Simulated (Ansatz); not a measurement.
## NMR shift of metallic Nb from a Zeeman field

Aim: the contact shift that conduction electrons give to the nuclei of Nb, and how far it is converged.

Method: DFT, PBE, plane-wave PAW, default files (PAW set soft_2), collinear spin, scalar-relativistic, in Ansatz 0.2.0.

The database entry behind the starting cell differs from later determinations by our own check (about 0.8 % long, hydrogen-cycled sample), so it need not match the best structure at ambient conditions.

## 1. The starting structure

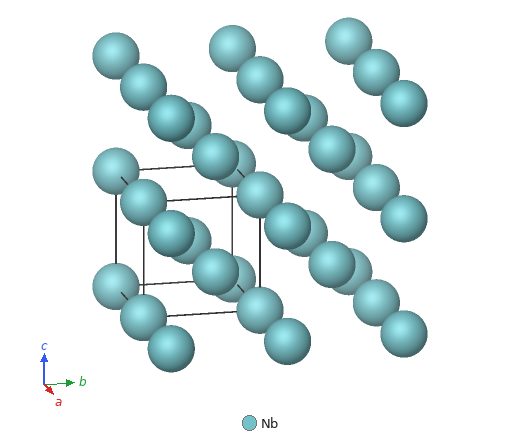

The starting structure, seen slightly off an axis (niobium teal). 2×2×2 cells are drawn. This picture shows the conventional cell, with its axes. Some periodic images of atoms are drawn too.

As a file:

```cif
data_structure
_symmetry_space_group_name_H-M 'P 1'
_symmetry_Int_Tables_number 1
_cell_length_a 2.8820
_cell_length_b 2.8820
_cell_length_c 2.8820
_cell_angle_alpha 109.471
_cell_angle_beta 109.471
_cell_angle_gamma 109.471
_cell_volume 18.43
loop_
_atom_site_label
_atom_site_type_symbol
_atom_site_fract_x
_atom_site_fract_y
_atom_site_fract_z
_atom_site_occupancy
Nb1 Nb 0.00000 0.00000 0.00000 1
```

The cell is an entry of the Crystallography Open Database; it need not be the form that is stable at ambient conditions.

## 2. The crystal in a Zeeman field

A field acting on the spins alone polarises the electrons at the Fermi level, and through exchange the cores. The spin density that this leaves at a nucleus gives the contact field (2μ₀/3) μB ρ_s, and its ratio to B is the isotropic contact shift K; the spin-dipolar anisotropy is not included. The field, 400 T, is far above laboratory fields so that the moment stands clear of numerical noise; it splits the spins by 46 meV, against a smearing of 70 meV. The net moment comes from states near the Fermi level, so the mesh must be dense.

input.yaml reads:

```yaml
crystal:
  lattice:
    - [-1.66395, 1.66395, 1.66395]
    - [1.66395, -1.66395, 1.66395]
    - [1.66395, 1.66395, -1.66395]
  atoms:
    - { symbol: Nb, position: [0.0, 0.0, 0.0] }
kpoints:
  mp_grid: { grid: [27, 27, 27] }
scf:
  lower_state_search: "off"
  occupations: { method: fermi_dirac, width: 0.07 }
  convergence: { dr2_threshold: 1.0e-10 }
hamiltonian:
  xc: pbe
output:
  efg: { contact_densities: true, quadrupole_moments_barn: { Nb: -0.32 } }
  forces: true
  dos: { de: 0.02 }
  write_density: true
  write_potential: true
  elf: true
  volumetric_format: npy
magnetization:
  spin_polarized: true
  magnetic_field: 400
```

The run is started by

```console
> ansatz run input.yaml --threads 2 --pin off --max-ram 4096MiB --backend cpu --events-out ev --progress --plain --runs-dir out
```

Numbers of over 12 decimals in the logs are rounded to 6 here.

Output:

```text
[a pick of lines, long numbers rounded; other set-up, energy and force rows are left out]
Functional definition: PBE
Basis set: ecut = 420 eV, 369 PW (Γ), exchange–correlation on 40×40×40 points (8 copies of the dense FFT grid, shifted against one another)
Symmetry: 48 space group operations
k-points: 560 of 19683
SCF iter   1: F=—  HF=-4552.759924 eV  |F-HF|=—  |Δ(HF+E_count)|=         —  Δρ=3.92e-2 (↑3.85e-2 ↓3.92e-2)  dr2=1.28e0  dr2_m=1.71e-4  M=0.033 μB ∫|m|=0.033 μB  β_m=1.00  ethr=3.10e-3  ⟨swp⟩=5.1  Hψ=74879  notcnv=0
preconditioner: auto → none  [metal: Δε(μ)=0.003 eV  Ē_g=9.178 eV  σ=0.070 eV  W_gap=0.01  n_scr=0 (ndim 8)  ℏωp=19.3 eV  f_vac=0.000  D(μ)=1.42/eV (n_scr^D=12)]
SCF iter   2: F=—  HF=-4551.392728 eV  |F-HF|=—  |Δ(HF+E_count)|=    1.37e0  Δρ=5.42e-2 (↑4.36e-2 ↓5.42e-2)  dr2=2.42e-1  dr2_m=3.46e-1  M=1.467 μB ∫|m|=1.467 μB  ethr=3.10e-3  ⟨swp⟩=2.9  Hψ=33036  notcnv=0  defer=982
SCF iter   3: F=—  HF=-4552.196573 eV  |F-HF|=—  |Δ(HF+E_count)|=         —  Δρ=3.99e-2 (↑3.99e-2 ↓2.67e-2)  dr2=2.96e-1  dr2_m=1.22e-1  M=0.650 μB ∫|m|=0.650 μB  β_m=0.30  ethr=1.86e-3  ⟨swp⟩=2.0  Hψ=17214  notcnv=0  defer=982
SCF iter   4: F=—  HF=-4552.192329 eV  |F-HF|=—  |Δ(HF+E_count)|=   4.24e-3  Δρ=2.70e-2 (↑2.70e-2 ↓2.15e-2)  dr2=8.44e-2  dr2_m=7.30e-2  M=0.574 μB ∫|m|=0.574 μB  β_m=0.30  ethr=1.86e-3  ⟨swp⟩=2.7  Hψ=20421  notcnv=0  defer=982
SCF iter   5: F=—  HF=-4552.216261 eV  |F-HF|=—  |Δ(HF+E_count)|=   2.39e-2  Δρ=1.79e-2 (↑1.64e-2 ↓1.79e-2)  dr2=6.74e-3  dr2_m=4.53e-2  M=0.503 μB ∫|m|=0.503 μB  β_m=0.30  ethr=6.49e-4  ⟨swp⟩=2.5  Hψ=22311  notcnv=0  defer=978
SCF iter   6: F=—  HF=-4552.241273 eV  |F-HF|=—  |Δ(HF+E_count)|=   2.50e-2  Δρ=1.32e-2 (↑1.32e-2 ↓1.30e-2)  dr2=1.20e-4  dr2_m=2.91e-2  M=0.446 μB ∫|m|=0.446 μB  β_m=0.30  ethr=5.19e-5  ⟨swp⟩=2.3  Hψ=21644  notcnv=0  defer=943
SCF iter   7: F=—  HF=-4552.257148 eV  |F-HF|=—  |Δ(HF+E_count)|=   1.59e-2  Δρ=1.07e-2 (↑1.06e-2 ↓1.07e-2)  dr2=1.58e-5  dr2_m=1.92e-2  M=0.397 μB ∫|m|=0.397 μB  β_m=0.30  ethr=9.26e-7  ⟨swp⟩=2.1  Hψ=19764  notcnv=0  defer=943
SCF iter   8: F=—  HF=-4552.267918 eV  |F-HF|=—  |Δ(HF+E_count)|=   1.08e-2  Δρ=8.78e-3 (↑8.77e-3 ↓8.78e-3)  dr2=5.44e-7  dr2_m=1.30e-2  M=0.354 μB ∫|m|=0.354 μB  β_m=0.30  ethr=1.22e-7  ⟨swp⟩=2.0  Hψ=20135  notcnv=0  defer=943
SCF iter   9: F=—  HF=-4552.275344 eV  |F-HF|=—  |Δ(HF+E_count)|=   7.43e-3  Δρ=7.32e-3 (↑7.32e-3 ↓7.29e-3)  dr2=9.01e-7  dr2_m=9.01e-3  M=0.316 μB ∫|m|=0.316 μB  β_m=0.30  ethr=4.19e-9  ⟨swp⟩=3.2  Hψ=28242  notcnv=0  defer=938
SCF iter  10: F=—  HF=-4552.280582 eV  |F-HF|=—  |Δ(HF+E_count)|=   5.24e-3  Δρ=6.15e-3 (↑6.15e-3 ↓6.11e-3)  dr2=1.31e-6  dr2_m=6.34e-3  M=0.284 μB ∫|m|=0.284 μB  β_m=0.42  ethr=4.19e-9  ⟨swp⟩=3.2  Hψ=26681  notcnv=0  defer=938
[...]
SCF iter  14: F=—  HF=-4552.294455 eV  |F-HF|=—  |Δ(HF+E_count)|=   9.45e-7  Δρ=2.21e-5 (↑1.93e-5 ↓2.21e-5)  dr2=4.43e-8  dr2_m=6.35e-8  M=0.076 μB ∫|m|=0.076 μB  β_m=0.76  ethr=7.24e-10  ⟨swp⟩=2.0  Hψ=19982  notcnv=0  defer=936
SCF iter  15: F=—  HF=-4552.294455 eV  |F-HF|=—  |Δ(HF+E_count)|=   1.58e-7  Δρ=4.03e-6 (↑4.03e-6 ↓3.89e-6)  dr2=1.18e-10  dr2_m=2.58e-9  M=0.077 μB ∫|m|=0.077 μB  β_m=0.88  ethr=3.41e-10  ⟨swp⟩=2.0  Hψ=18794  notcnv=0  defer=936
SCF iter  16: F=-4552.294455 eV  HF=-4552.294455 eV  |F-HF|=3.91e-11  |Δ(HF+E_count)|=   1.06e-8  Δρ=5.69e-7 (↑4.57e-7 ↓5.69e-7)  dr2=5.97e-12  dr2_m=4.36e-11  M=0.077 μB ∫|m|=0.077 μB  β_m=0.94  ethr=1.00e-12  ⟨swp⟩=9.7  Hψ=63763  notcnv=0
SCF iter  17: F=—  HF=-4552.293982 eV  |F-HF|=—  |Δ(HF+E_count)|=         —  Δρ=1.15e-3 (↑1.14e-3 ↓1.15e-3)  dr2=2.17e-8  dr2_m=2.21e-4  M=0.036 μB ∫|m|=0.036 μB  β_m=0.94  ethr=1.00e-12  ⟨swp⟩=8.3  Hψ=95304  notcnv=0
SCF iter  18: F=—  HF=-4552.294301 eV  |F-HF|=—  |Δ(HF+E_count)|=   3.19e-4  Δρ=6.19e-4 (↑6.19e-4 ↓6.15e-4)  dr2=1.38e-8  dr2_m=6.43e-5  M=0.054 μB ∫|m|=0.054 μB  β_m=0.97  ethr=1.00e-12  ⟨swp⟩=4.0  Hψ=45305  notcnv=0
SCF iter  19: F=—  HF=-4552.294451 eV  |F-HF|=—  |Δ(HF+E_count)|=   1.50e-4  Δρ=8.80e-5 (↑8.12e-5 ↓8.80e-5)  dr2=8.17e-8  dr2_m=1.19e-6  M=0.074 μB ∫|m|=0.074 μB  β_m=0.99  ethr=1.00e-12  ⟨swp⟩=4.9  Hψ=37050  notcnv=0
SCF iter  20: F=—  HF=-4552.294455 eV  |F-HF|=—  |Δ(HF+E_count)|=   3.41e-6  Δρ=1.75e-5 (↑1.75e-5 ↓1.25e-5)  dr2=1.45e-7  dr2_m=8.75e-9  M=0.077 μB ∫|m|=0.077 μB  β_m=0.80  ethr=1.00e-12  ⟨swp⟩=4.2  Hψ=32422  notcnv=0
SCF iter  21: F=—  HF=-4552.294455 eV  |F-HF|=—  |Δ(HF+E_count)|=   4.25e-8  Δρ=4.27e-6 (↑3.49e-6 ↓4.27e-6)  dr2=3.57e-10  dr2_m=2.49e-9  M=0.077 μB ∫|m|=0.077 μB  β_m=0.90  ethr=1.00e-12  ⟨swp⟩=3.0  Hψ=27746  notcnv=0
SCF iter  22: F=—  HF=-4552.294455 eV  |F-HF|=—  |Δ(HF+E_count)|=   8.16e-9  Δρ=9.13e-7 (↑8.87e-7 ↓9.13e-7)  dr2=9.80e-13  dr2_m=1.37e-10  M=0.077 μB ∫|m|=0.077 μB  β_m=0.95  ethr=1.00e-12  ⟨swp⟩=5.1  Hψ=67840  notcnv=0
SCF iter  23: F=-4552.294455 eV  HF=-4552.294455 eV  |F-HF|=1.82e-12  |Δ(HF+E_count)|=  5.64e-10  Δρ=8.01e-8 (↑8.01e-8 ↓7.97e-8)  dr2=7.55e-15  dr2_m=1.08e-12  M=0.077 μB ∫|m|=0.077 μB  ethr=1.00e-12  ⟨swp⟩=5.1  Hψ=43296  notcnv=0
SCF converged after 23 iterations
Magnetization: 0.0768 μB (6.5384 up, 6.4616 down)
Absolute magnetization: 0.0768 μB (∫|ρ↑−ρ↓|, with the PAW one-centre terms)
Per-site moments (μB) at R_I (Å): [(0.051271, 1.188844)]
Free energy (F): -4552.294455 eV
Fermi energy:    17.320501 eV
--- Forces (eV/Å), atoms counted from 1 ---
--- PAW observables at the nuclei: V_zz in 10²¹ V/m², potentials from the cell's mean, atoms counted from 1 ---
  atom   1  Nb V_zz =    +0.000000   η = 0.0000   by run symmetry: forbidden   C_q = -0.0000 MHz
            electrostatic potential = -6144.418964 V   contact ρ = 540925.184372 e/Å³   contact ρ_s (e/Å³): all electrons +0.107086, valence +0.132341
--- Band table (eV; the first three rows and the last of 1120) ---
  k-point 0 ↑: bands = ["-37.0931", "-12.4536", "-12.4536", "-12.4536", "11.3932", "17.6306", "17.6306", "17.6306", "20.4787", "20.4787", "31.3336", "31.3336"]
  k-point 1 ↑: bands = ["-37.0901", "-12.4720", "-12.4592", "-12.4538", "11.4489", "17.5962", "17.6235", "17.6835", "20.4233", "20.4787", "31.3799", "31.4291"]
  k-point 2 ↑: bands = ["-37.0813", "-12.5260", "-12.4757", "-12.4542", "11.6128", "17.4967", "17.5971", "17.8411", "20.2795", "20.4799", "31.5084", "31.7114"]
  k-point 559 ↓: bands = ["-36.6335", "-13.2410", "-13.2376", "-13.2376", "13.7756", "13.7845", "22.6937", "22.6937", "22.7828", "26.1645", "26.3870", "26.3870"]
```

Run time: 36 s. Hardware: 2 threads of Arm Neoverse N1, shared host; peak memory 0.51 GiB.

The moment is 0.0768 μB a cell, a spin susceptibility of 107 × 10⁻⁶ emu per mole of atoms. With 7.769 T for 1 e/Å³:

```
site  nucleus  contact shift (ppm)  from valence states  rest (mostly cores)
  Nb     93Nb                 2080                 2570                 -491
```

The split depends on the files: semicore shells that they treat as valence count in the first part.

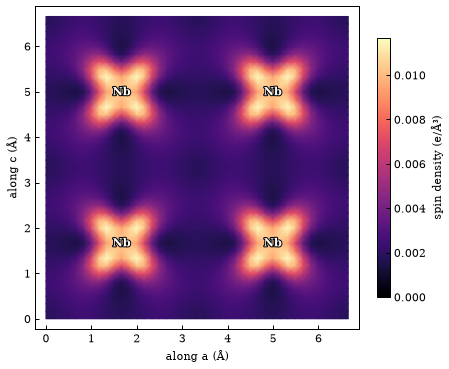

Spin density in the ac plane of the conventional cell at fractional y = 0.000, with atoms of Nb within 0.2 Å of it. The map starts off the cell's origin, so that atoms lie inside it.

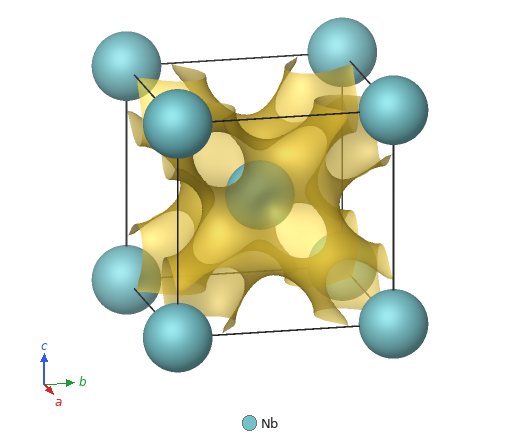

Surface of spin density = 0.0033 e/Å³, which holds about 70 % of the integral of its size.

## 3. Is the response linear?

The shift is a ratio that holds only while the moment grows in step with the field, so the field is doubled.

input.yaml, as its differences from that of step 2:

```diff
@@ -18,9 +18,4 @@
   forces: true
-  dos: { de: 0.02 }
-  write_density: true
-  write_potential: true
-  elf: true
-  volumetric_format: npy
 magnetization:
   spin_polarized: true
-  magnetic_field: 400
+  magnetic_field: 800
```

Output:

```text
[a pick of lines, long numbers rounded; other set-up, energy and force rows are left out]
[...]
Basis set: ecut = 420 eV, 369 PW (Γ), exchange–correlation on 40×40×40 points (8 copies of the dense FFT grid, shifted against one another)
[... 1 set-up line as in the run before ...]
k-points: 560 of 19683
[...]
SCF converged after 16 iterations
Magnetization: 0.1508 μB (6.5754 up, 6.4246 down)
Absolute magnetization: 0.1508 μB (∫|ρ↑−ρ↓|, with the PAW one-centre terms)
Per-site moments (μB) at R_I (Å): [(0.100676, 1.188844)]
Free energy (F): -4552.297097 eV
Fermi energy:    17.326016 eV
--- Forces (eV/Å), atoms counted from 1 ---
[...]
atom   1  Nb V_zz =    +0.000000   η = 0.0000   by run symmetry: forbidden   C_q = -0.0000 MHz
[...]
```

It took 19 s on 2 threads; peak memory 0.5 GiB; 36 s of CPU time.

The moment goes from 0.0768 to 0.151 μB, a factor of 1.96, and the shift of Nb from 2080 to 2070 ppm. The response is linear on all sites, to 3 % of the larger of shift and valence part or 3 ppm; the largest move is -14 ppm, on Nb.

## 4. How settled the numbers are

Each row names what differs in the settings from the first run, the PAW files staying the same unless named (PBE, default files (PAW set soft_2), mesh 27×27×27, fermi dirac smearing of 0.07 eV, cutoff 420 eV, 400 T). Shifts in ppm; times on 2 threads of Arm Neoverse N1, shared host.

```
                  run  time  χ_s (10⁻⁶ emu/mol)    Nb
            first run  36 s                 107  2080
   fermi dirac 0.1 eV  30 s                 102  2050
       volume × 1.040  20 s                 119  1870
r2SCAN, cutoff 500 eV  60 s                 143  3230
               1000 T  19 s                 104  2050
   fermi dirac 0.2 eV  25 s                80.2  1700
```

## 5. What came out

```
93Nb contact shift  : 2080 ppm
spin susceptibility : 107 × 10⁻⁶ emu per mole of atoms
```

In words: The spin part of the Knight shift is 2080 ppm on Nb in the first run. Widening the smearing to 0.2 eV changes the shift of Nb by -18 %. No row of the table has a finer mesh on this cell, so the value may still hold a sampling error. Another functional changes the shift of Nb by +55 % (r2SCAN, with its higher cutoff). Over the rows of this table on the first cell the shift spans 1700 to 3230 ppm on Nb. 1 further run of this session (failed, refused or on trial settings) is not shown. The orbital shift is left out; on d- and f-block metals such as Nb it can be large.

[Logs are printed without paths, hosts, clocks, repeated set-up lines and the standing remarks that a program may print on its own settings, such as how far it seeks lower states.]

[Hosts, paths, dates, database ids (printed as entryN), source tags and the programs' standing remarks are cut or masked in the printed files.]
